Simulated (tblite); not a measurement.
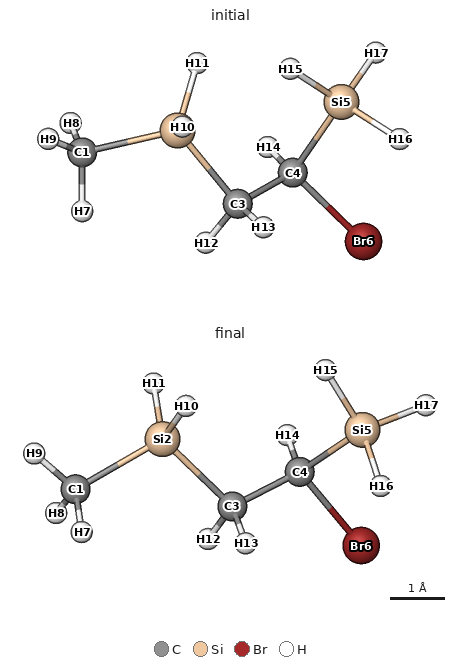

The structure of C3H11BrSi2 before (top) and after (bottom) a relaxation, at one scale.

The picture is a ball-and-stick view, seen at a tilt.

Level of theory: GFN2-xTB geometry optimisation, gas phase (tblite). 

Question: Summarise the run.

Answer: The largest move after the best rigid fit is that of H8, 1.43 Å. Largest moves by element: H 1.43 Å, C 0.54 Å, Si 0.53 Å, Br 0.41 Å. Some distances before and after: Si2–Si5 3.148 → 3.744 Å, C4–Br6 1.935 → 2.000 Å, Si2–C3 1.847 → 1.910 Å, C1–H7 1.131 → 1.086 Å. Among the angles between lasting bonds that change: C3–C4–Si5 105.8° → 117.2°, H8–C1–H9 115.4° → 107.6°, H12–C3–H13 113.4° → 106.3°. Groups turn about Si2–C3 by about 45°, C1–Si2 by about 40°, C4–Si5 by about 25°. After 156 geometry steps the energy has fallen by 19.8 kcal/mol.
